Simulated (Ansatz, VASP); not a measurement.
# Cross-check of BN between VASP and Ansatz

Aim: how closely do two programs agree when they are given the same cell, functional and k mesh? The cell is taken from a series of VASP runs on this material, whose earlier steps may have relaxed, scaled or displaced it; both programs get it as it stands. Other levels of theory on this material are compared in a session of their own. Valence electrons are named where the data sets of a main pair hold unlike numbers.

Main program and level: Ansatz 0.2.0; plane waves, with VASP 6.6.1 beside it; single point at PBE with D3(BJ).

## Step 1: Set-up

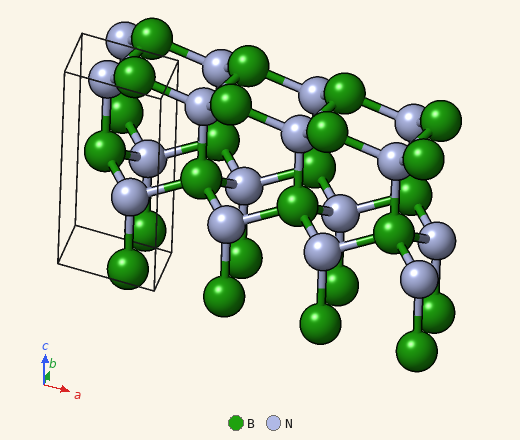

Start, viewed slightly off an axis; boron green, nitrogen light blue. 4×2×1 cells are drawn. Some periodic images of atoms are drawn too.

Coordinates:

```xyz
4
Lattice="2.5425 0.0000 0.0000 -1.2712 2.2018 0.0000 0.0000 0.0000 4.2046" Properties=species:S:1:pos:R:3 pbc="T T T"
B     1.2712    0.7339    0.0011
B     0.0000    1.4679    2.1034
N     1.2712    0.7339    1.5756
N     0.0000    1.4679    3.6779
```

## Step 2: VASP: single point, PBE with D3(BJ)

A single point gives forces, pressure and levels at one fixed geometry, so differences don't come from the geometry; what else differs is listed under the comparison.

Lines of VASP's logs that name or quote its potential files are left out, and so is its time.

The input, INCAR:

```
SYSTEM = BN
PREC = Accurate
ENCUT = 520
EDIFF = 1E-06
NELM = 100
ISMEAR = -5
SIGMA = 0.05
LREAL = .FALSE.
ALGO = Normal
GGA = PE
IVDW = 12
NBANDS = 22
LORBIT = 11
LWAVE = .FALSE.
LCHARG = .FALSE.
KPAR = 4
NEDOS = 2001
```

The input, POSCAR:

```
BN
1.0
    2.5424592805      0.0000000000      0.0000000000
   -1.2712296403      2.2018343250      0.0000000000
    0.0000000000      0.0000000000      4.2045635586
B N
2 2
Direct
    0.6666666667      0.3333333333      0.0002552075
    0.3333333333      0.6666666667      0.5002552075
    0.6666666667      0.3333333333      0.3747447925
    0.3333333333      0.6666666667      0.8747447925
```

The input, KPOINTS:

```
Automatic mesh
0
Gamma
15 15 8
0 0 0
```

Potentials, in the order of the species: B and N (PBE family, release 64).

Started as:

```sh
> mpirun -np 4 vasp_std
```

Numbers of over 12 decimals in the logs are rounded to 6 here.

Log:

```text
[banner, memory and clock lines left out]
running    4 mpi-ranks, on    1 nodes
 distrk:  each k-point on    1 cores,    4 groups
 distr:  one band on    1 cores,    1 groups

 POSCAR found type information on POSCAR B N
 POSCAR found :  2 types and       4 ions
 LDA part: xc-table for (Slater+PW92), standard interpolation
 POSCAR, INCAR and KPOINTS ok, starting setup
 FFT: planning ... GRIDC
 FFT: planning ... GRID_SOFT
 FFT: planning ... GRID
 WAVECAR not read
 entering main loop
       N       E                     dE             d eps       ncg     rms          rms(c)
DAV:   1     0.391564405201E+02    0.39156E+02   -0.77976E+03  5948   0.710E+02
DAV:   2    -0.348218933280E+02   -0.73978E+02   -0.69903E+02  7486   0.197E+02
DAV:   3    -0.367790385398E+02   -0.19571E+01   -0.19430E+01  7142   0.270E+01
DAV:   4    -0.367824323966E+02   -0.33939E-02   -0.33938E-02  6474   0.125E+00
DAV:   5    -0.367824363751E+02   -0.39785E-05   -0.39785E-05  7074   0.410E-02    0.952E+00
DAV:   6    -0.349959095341E+02    0.17865E+01   -0.13009E+00  6288   0.992E+00    0.454E+00
DAV:   7    -0.348536891541E+02    0.14222E+00   -0.28029E-01  6914   0.349E+00    0.277E+00
DAV:   8    -0.348262907291E+02    0.27398E-01   -0.40828E-02  6892   0.138E+00    0.249E-01
DAV:   9    -0.348257263481E+02    0.56438E-03   -0.10769E-03  6302   0.345E-01    0.142E-01
DAV:  10    -0.348259896318E+02   -0.26328E-03   -0.30305E-04  6296   0.121E-01    0.204E-02
DAV:  11    -0.348259993095E+02   -0.96776E-05   -0.11995E-05  7020   0.312E-02    0.163E-02
DAV:  12    -0.348259996327E+02   -0.32321E-06   -0.28489E-06  6384   0.147E-02
   1 F= -.35665894E+02 E0= -.35665894E+02  d E =0.000000E+00
```

From OUTCAR (step 2):

```text
ion  position               nearest neighbor table
   1  0.667  0.333  0.000-   4 1.56   4 1.56   4 1.56   3 1.57
   2  0.333  0.667  0.500-   3 1.56   3 1.56   3 1.56   4 1.57
   3  0.667  0.333  0.375-   2 1.56   2 1.56   2 1.56   1 1.57
   4  0.333  0.667  0.875-   1 1.56   1 1.56   1 1.56   2 1.57

  LATTYP: Found a hexagonal cell.
 ALAT       =     2.5424592805
 C/A-ratio  =     1.6537387996

 Subroutine GETGRP returns: Found 12 space group operations
 (whereof  6 operations were pure point group operations)

The static configuration has the point symmetry C_3v.
 The point group associated with its full space group is C_6v.

 Found    135 irreducible k-points:

   k-points           NKPTS =    135   k-points in BZ     NKDIM =    135   number of bands    NBANDS=     22

   dimension x,y,z NGX =    20 NGY =   20 NGZ =   32
   dimension x,y,z NGXF=    40 NGYF=   40 NGZF=   64

   ENCUT  =  520.0 eV  38.22 Ry    6.18 a.u.   4.73  4.73  7.82*2*pi/ulx,y,z

   NELECT =      16.0000    total number of electrons

 k-points in reciprocal lattice and weights: Automatic mesh
   0.00000000  0.00000000  0.00000000       0.001
   0.06666667  0.00000000  0.00000000       0.003
   0.13333333  0.00000000  0.00000000       0.003
   0.20000000  0.00000000  0.00000000       0.003
   0.26666667  0.00000000  0.00000000       0.003
   0.33333333 -0.00000000  0.00000000       0.003
   0.40000000  0.00000000  0.00000000       0.003
   0.46666667  0.00000000  0.00000000       0.003
   0.06666667  0.06666667  0.00000000       0.003
[...]
0.33333333  0.26666667  0.50000000       0.007
   0.33333333  0.33333333  0.50000000       0.001

 average (electrostatic) potential at core
       1 -24.4279       2 -24.4279       3 -60.3439       4 -60.3439

 E-fermi :   7.6330

 k-point     1 :       0.0000    0.0000    0.0000
  band No.  band energies     occupation
    ...
      4       5.4748      2.00000
      5       5.4748      2.00000
      6       7.3333      2.00000
      7       7.6097      2.00000
      8       7.6097      2.00000
      9      15.9968      0.00000
     10      15.9968      0.00000
     11      16.2466      0.00000
     12      17.1870      0.00000
     13      18.4488      0.00000
    ...

 k-point     2 :       0.0667    0.0000    0.0000
  band No.  band energies     occupation
    ...
      4       5.0202      2.00000
      5       5.2884      2.00000
      6       7.2149      2.00000
      7       7.2570      2.00000
      8       7.5077      2.00000
      9      15.8241      0.00000
     10      16.1956      0.00000
     11      16.4314      0.00000
     12      17.5038      0.00000
     13      18.7897      0.00000
    ...

 k-point     3 :       0.1333    0.0000    0.0000
  band No.  band energies     occupation
    ...
      4       3.8501      2.00000
      5       4.8156      2.00000
      6       6.2514      2.00000
      7       6.9495      2.00000
      8       7.2162      2.00000
      9      15.5165      0.00000
     10      16.7106      0.00000
     11      16.7302      0.00000
     12      18.2723      0.00000
     13      19.2390      0.00000
    ...

 Edisp (eV)   -0.83989

  Total      -0.00682    -0.00682    -0.00800     0.00000     0.00000     0.00000
  in kB      -0.46434    -0.46434    -0.54468     0.00000     0.00000     0.00000
  external pressure =       -0.49 kB  Pullay stress =        0.00 kB

  energy-cutoff  :      520.00
  volume of cell :       23.54
      direct lattice vectors                 reciprocal lattice vectors
     2.542459281  0.000000000  0.000000000     0.393319967  0.227083389  0.000000000
    -1.271229640  2.201834325  0.000000000     0.000000000  0.454166778  0.000000000
     0.000000000  0.000000000  4.204563559     0.000000000  0.000000000  0.237836814

 POSITION                                       TOTAL-FORCE (eV/Angst)
 -----------------------------------------------------------------------------------
      1.27123      0.73394      0.00107         0.000000     -0.000000     -0.000766
     -0.00000      1.46789      2.10335         0.000000      0.000000     -0.000766
      1.27123      0.73394      1.57564         0.000000      0.000000      0.000766
     -0.00000      1.46789      3.67792        -0.000000     -0.000000      0.000766
 -----------------------------------------------------------------------------------
    total drift:                               -0.000000     -0.000000     -0.000410

  FREE ENERGIE OF THE ION-ELECTRON SYSTEM (eV)
  ---------------------------------------------------
  free  energy   TOTEN  =       -35.6658941258 eV

  energy  without entropy=      -35.6658941258  energy(sigma->0) =      -35.66589413

 total charge
# of ion       s       p       d       tot
------------------------------------------
    1        0.678   1.364   0.000   2.042
    2        0.678   1.364   0.000   2.042
    3        1.216   2.767   0.000   3.983
    4        1.216   2.767   0.000   3.983
--------------------------------------------------
tot          3.788   8.261   0.000  12.049

[... 3 further parts left out ...]
```

The run ends at a pressure of -0.05 GPa, with forces up to 7.7e-4 eV/Å.

## Step 3: Ansatz: single point, PBE with D3(BJ)

Ansatz runs on its default PAW (the set named soft_2) files.

The same cell, functional, mesh and smearing now go to Ansatz, which takes its cutoff from its data sets.

The input, input.yaml:

```yaml
crystal:
  lattice:
    - [2.5424592805, 0.0, 0.0]
    - [-1.2712296403, 2.201834325, 0.0]
    - [0.0, 0.0, 4.2045635586]
  atoms:
    - { symbol: B, position: [0.6666666667, 0.3333333333, 0.0002552075] }
    - { symbol: B, position: [0.3333333333, 0.6666666667, 0.5002552075] }
    - { symbol: "N", position: [0.6666666667, 0.3333333333, 0.3747447925] }
    - { symbol: "N", position: [0.3333333333, 0.6666666667, 0.8747447925] }
hamiltonian:
  xc: pbe
  pseudopotentials: { kind: paw }
  dispersion: d3bj
kpoints:
  mp_grid: { grid: [15, 15, 8] }
scf:
  occupations: { method: tetrahedron }
output:
  forces: true
  stress: true
```

Started as:

```sh
> ansatz run input.yaml --threads 2 --pin off --max-ram 4608MiB --backend cpu --events-out ev --progress --plain --runs-dir out
```

Log:

```text
Warning: output.forces, output.stress, relax.cell or npt_langevin: where a Kohn–Sham band that disperses or a degenerate level is filled in part under the method tetrahedron, the forces or the stress that this run publishes need not agree with its energy (scf.occupations.method in the input reference, under Limitations); prefer a smearing scheme for the forces or the stress
Engine: ansatz 0.2.0, aarch64-unknown-linux-gnu
Pseudopotentials: kind: paw
Pseudopotential: B, paw, valence charge 3, recommended cutoff 420 eV (normal), B.paw.azcp
Pseudopotential: N, paw, valence charge 5, recommended cutoff 420 eV (normal), N.paw.azcp
Functional definition: PBE
  parameter kappa = 0.804
  parameter beta = 0.066725
  exchange = pbe_x(kappa = kappa, mu = beta*pi^2/3)
  correlation = pbe_c(beta = beta)
Crystal: 4 atoms, lattice volume = 23.537 Å³
Basis set: ecut = 420 eV, 465 PW (Γ), exchange–correlation on 36×36×60 points (8 copies of the dense FFT grid, shifted against one another)
Bands: 12, of which v1, the nominal top of the filled ones, is band 8 counted from 1 (7 counted from 0)
Symmetry: 12 space group operations
Space group: P63mc (ITA 186), of the structure as read, at distance tolerance 2.9e-5 Å
k-points: 135 of 1800 (time reversal used)
Non-local potential: B, projectors of the file, l = 0: 2, l = 1: 2, l = 2: 1
Non-local potential: N, projectors of the file, l = 0: 2, l = 1: 2, l = 2: 1
PAW form: soft (Blöchl's): semilocal exchange-correlation on the pseudo side does not see the compensation charge
PAW one-centre angular grid: B, 110 points (default); XC on 64 Gauss nodes
PAW one-centre angular grid: N, 110 points (default); XC on 64 Gauss nodes
Initial density: superposition of atomic densities (neutral atoms: chi_scale 0, normalization atom), corrected by the library's trained network
Initial wavefunctions: pseudopotential atomic-orbital guess
Functional: x = pbe(κ = 0.804, μ = 0.219515), c = pbe(β = 0.066725)
SCF iter   1: F=—  HF=-1085.316949 eV  |F-HF|=—  |Δ(HF+E_count)|=         —  Δρ=2.88e-3  dr2=1.00e-3  ethr=1.77e-3  ⟨swp⟩=5.1  Hψ=9147  notcnv=0
preconditioner: auto → none  [insulator: Δε(μ)=5.180 eV  Ē_g=17.680 eV  n_scr=2 (ndim 8)  ℏωp=30.6 eV  f_vac=0.000  ε∞_Penn≈4.0]
SCF iter   2: F=—  HF=-1085.317109 eV  |F-HF|=—  |Δ(HF+E_count)|=   1.60e-4  Δρ=1.02e-3  dr2=1.20e-4  ethr=6.28e-6  ⟨swp⟩=2.3  Hψ=4228  notcnv=0
SCF iter   3: F=—  HF=-1085.317225 eV  |F-HF|=—  |Δ(HF+E_count)|=   1.16e-4  Δρ=5.00e-4  dr2=1.75e-5  ethr=7.48e-7  ⟨swp⟩=2.5  Hψ=3089  notcnv=0
SCF iter   4: F=—  HF=-1085.317277 eV  |F-HF|=—  |Δ(HF+E_count)|=   5.26e-5  Δρ=9.02e-5  dr2=6.09e-7  ethr=1.09e-7  ⟨swp⟩=2.1  Hψ=3197  notcnv=0
SCF iter   5: F=-1085.317279 eV  HF=-1085.317279 eV  |F-HF|=2.44e-8  |Δ(HF+E_count)|=   2.13e-6  Δρ=9.95e-6  dr2=7.61e-9  ethr=6.25e-10  ⟨swp⟩=4.3  Hψ=5462  notcnv=0
SCF 1 converged in 5 iterations: F = -1085.317279 eV  dr2 = 7.61e-9
  greatest PAW one-centre occupation: 0.788 electrons in one spin orbital (limit 2), on the N atom at site 3 (counted from 0), in its partial waves of l = 0
SCF converged after 5 iterations
Stability not checked: this state was not tested for a lower state beside it, because cold or Methfessel-Paxton smearing, or corrected tetrahedra, fill the levels in a way that the test cannot read (fill_not_monotonic; see scf.lower_state_search)
Free energy (F): -1085.317279 eV
Harris-Foulkes:  -1085.317279 eV  (|F-HF|=2.44e-8)
Internal energy: -1085.317279 eV  (E = F + TS)
E sigma→0 (E₀):  -1085.317279 eV
Fermi energy:    11.398704 eV
--- Per-component energies (eV) ---
  E_band       = 53.560307
  E_kinetic    = 371.837225
  E_local      = -351.760456  (includes V_loc(G=0)·N_el)
  E_nonlocal   = 113.284533
  E_hartree    = 98.915952
  E_xc         = -187.064245
  E_vxc        = -232.687668  (∫ρ·V_xc dr)
  E_paw        = -412.954398  (= ΣΔE_a)
  E_vpaw       = -44.945285  (= ΣTr[D̂ρ^β])
  E_aug_tail   = 0.000205  (compensation charges beyond the density's cutoff)
  E_ewald      = -716.736066
  E_disp       = -0.840029  (pairwise vdW)
  E_smearing   = -0.000000  (= −TS)
  E_closure    = -0.000000  (closes the sum)
  Σ components = -1085.317279   (vs F -1085.317279, Δ=0.00e0)
--- Forces (eV/Å), atoms counted from 1 ---
  atom   1  B      0.00000000     0.00000000    -0.00369280
  atom   2  B     -0.00000000    -0.00000000    -0.00369280
  atom   3  N     -0.00000000    -0.00000000     0.00368033
  atom   4  N      0.00000000     0.00000000     0.00368033
  max |Σ_I F_I| component: 2.49e-5 eV/Å
--- Stress (GPa, compression-positive) ---
       -0.360740      -0.000000      -0.000000
        0.000000      -0.360740       0.000000
        0.000000       0.000000      -0.276543
  P = ⅓ Tr σ = -0.3327 GPa (-3.327 kbar)
--- Band table (eV; the first three rows and the last of 135) ---
  k-point 0: bands = [... 4 lower, 9.2645, 11.1253, 11.3987, 11.3987, 19.7990, 19.7990, 20.0433, 20.9684]
  k-point 1: bands = [... 4 lower, 9.3311, 10.6028, 11.2972, 11.2972, 19.9126, 19.9126, 20.2699, 20.9654]
  k-point 2: bands = [... 4 lower, 9.5259, 9.5259, 11.0197, 11.0197, 20.2384, 20.2384, 20.6573, 20.9583]
  k-point 134: bands = [... 4 lower, 3.6361, 3.6361, 8.3520, 8.3520, 20.7681, 20.7681, 21.6107, 21.6107]
```

It took 3 s on 2 threads of Arm Neoverse N1, shared host; peak memory 0.31 GiB; 5.5 s of CPU time.

The column dr2 measures how far the density is from self-consistency, as an energy; F and HF (Harris–Foulkes) agree once it is small.

The run ends at a pressure of -0.33 GPa, with forces up to 0.0037 eV/Å.

## Step 4: Comparison

Known differences besides the potentials themselves: the cutoff is 420 eV in Ansatz and 520 eV in VASP; VASP leaves aspherical gradient terms in its spheres out (LASPH is not set), Ansatz keeps them. Total energies have different zeros and are not compared.

Compared:

| quantity | Ansatz | VASP | difference |
| --- | --- | --- | --- |
| pressure (GPa) | -0.33 | -0.05 | -0.28 |
| pressure without Ansatz's Pulay correction (GPa) | -1.40 | -0.05 | -1.35 |
| gap on the k mesh (eV) | 5.198 | 5.180 | +0.018 |

At this near-relaxed geometry the largest component of a force difference is 3 meV/Å. A gap on the mesh is an upper bound, since the band edges may lie between its points. Ansatz's pressure holds a Pulay correction of 1.07 GPa; VASP's holds none.

## Step 5: Summary of results

```yaml
difference_in_gap_on_the_k_mesh_single_point_pbe_with_d3_bj: 0.018 eV
```

The difference in gap on the k mesh is 0.018 eV (single point, PBE with D3(BJ)), within the 0.08 eV picked in this series as the mark of a large difference. 4 further runs of this series are not shown here. Such differences can come from data sets, numerical settings and the points named under the comparisons, not from the functional's error against experiment.

[Lines on the potential files, build, host, timing and source positions are cut from VASP's logs without a mark.]

[Logs are printed without paths, hosts, clocks, repeated set-up lines and the standing remarks that a program may print on its own settings, such as how far it seeks lower states.]

[Hosts, paths, dates, database ids (printed as entryN), source tags and the programs' standing remarks are cut or masked in the printed files.]
